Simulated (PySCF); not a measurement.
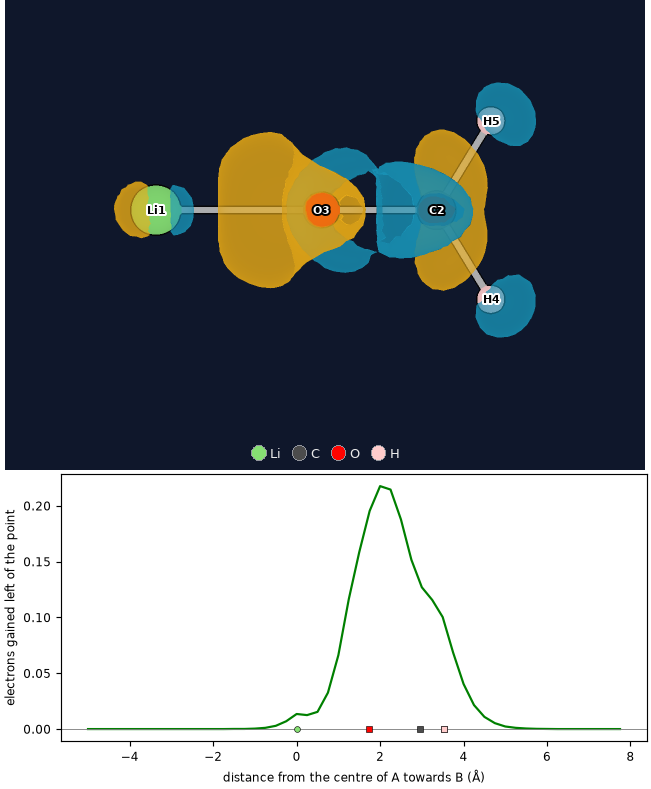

Figure 1: CH₂LiO, charge +1, SMILES `[Li+].C=O`. Density of the complex less the densities of the two fragments at the same geometry, ±0.03 e/Å³ (yellow: gain, teal: loss). Fragment A: Li(+1) (atom 1); fragment B: H2CO. Below: the charge-displacement curve along the line of centres (A on the left).

PySCF calculation, HF/def2-TZVP, gas phase; geometry: GFN2-xTB. GFN2-xTB bond lengths at metals and heavier atoms can be off by up to 0.1 Å and shapes distorted, which carries into these values.

Input script:

```python
import numpy as np
from pyscf import gto, scf, dft
from pyscf.scf import atom_ks, atom_hf
from scipy.linalg import block_diag
from pyscf.dispersion import dftd3

def solve(mol, dm0=None, hcore=None):
    mf = scf.UHF(mol) if mol.spin else scf.RHF(mol)
    mf = mf.density_fit(auxbasis='def2-universal-jkfit')
    mf.conv_tol, mf.max_cycle = 1e-8, 80
    if hcore is not None:
        mf.get_hcore = lambda *args: hcore
    mf.kernel(dm0)
    if not mf.converged:
        mf = mf.newton().run(mf.mo_coeff, mf.mo_occ, max_cycle=30)
    assert mf.converged, 'SCF not converged'
    return mf

mol = gto.M(atom='''
Li     2.03795    -0.00106     0.00000
C     -0.91614    -0.00071     0.00000
O      0.29472     0.00096     0.00000
H     -1.48738    -0.93954     0.00000
H     -1.48738     0.93934     0.00000
''', basis='def2-tzvp', charge=1, spin=0, verbose=4)
mol_a = gto.M(atom='''
Li     2.03795    -0.00106     0.00000
ghost-C     -0.91614    -0.00071     0.00000
ghost-O      0.29472     0.00096     0.00000
ghost-H     -1.48738    -0.93954     0.00000
ghost-H     -1.48738     0.93934     0.00000
''', basis='def2-tzvp', charge=1, spin=0, verbose=4)
mol_b = gto.M(atom='''
ghost-Li     2.03795    -0.00106     0.00000
C     -0.91614    -0.00071     0.00000
O      0.29472     0.00096     0.00000
H     -1.48738    -0.93954     0.00000
H     -1.48738     0.93934     0.00000
''', basis='def2-tzvp', charge=0, spin=0, verbose=4)
ab, a, b = solve(mol), solve(mol_a), solve(mol_b)
e_int = ab.e_tot - a.e_tot - b.e_tot
print('counterpoise-corrected interaction energy / kcal/mol', e_int * 627.5095)
def disp(atoms, charge):
    m = gto.M(atom=atoms, charge=charge, basis='sto-3g', spin=None, unit='Bohr', verbose=0)
    return dftd3.DFTD3Dispersion(m, xc='hf', version='d3bj').get_dispersion()['energy']
e_disp = disp(mol._atom, mol.charge) - disp(mol._atom[:1], mol_a.charge) - disp(mol._atom[1:], mol_b.charge)
print('D3(BJ) part / kcal/mol', e_disp * 627.5095)
# spherically averaged free atoms, for the promolecule
atm = scf.atom_hf.get_atm_nrhf(mol)
pro = block_diag(*[(atm[a[0]][2] * atm[a[0]][3]) @ atm[a[0]][2].T for a in mol._atom])
np.savez('result.npz', e_int=e_int, e_disp=e_disp, dm_a=a.make_rdm1(), dm_b=b.make_rdm1(), c=ab.mo_coeff, occ=ab.mo_occ, eps=ab.mo_energy, pro=pro, d=[f.dip_moment(verbose=0) for f in (ab, a, b)])
```

Command:

```sh
OMP_NUM_THREADS=1 python input.py
```

The run took 3.1 s on 1 thread of AMD EPYC (Zen 3), on a shared host, peak memory 0.16 GiB.

Partitions, critical points and surface values were worked out afterwards from this run's density.

Q: How is the density rearranged on binding?

A: Hirshfeld charges show 0.029 e passing from B to A. By Hirshfeld charges, electrons gather most on O3 (−0.157 e) and leave C2 most (+0.099 e); 0.28 e is displaced in all.

Q: What is the interaction energy, and which contacts carry it?

A: The counterpoise-corrected interaction energy of the frozen fragments is −39.5 kcal/mol without dispersion correction and −42.8 kcal/mol with D3(BJ). D3 uses neutral-atom coefficients and tends to overbind metal cations. The pair geometry is semi-empirical, not a minimum at this level. Contacts: Li1···O3, 1.74 Å, ρ = 0.043 a.u. The pose is a local one from a semi-empirical search, not shown to be the most stable.
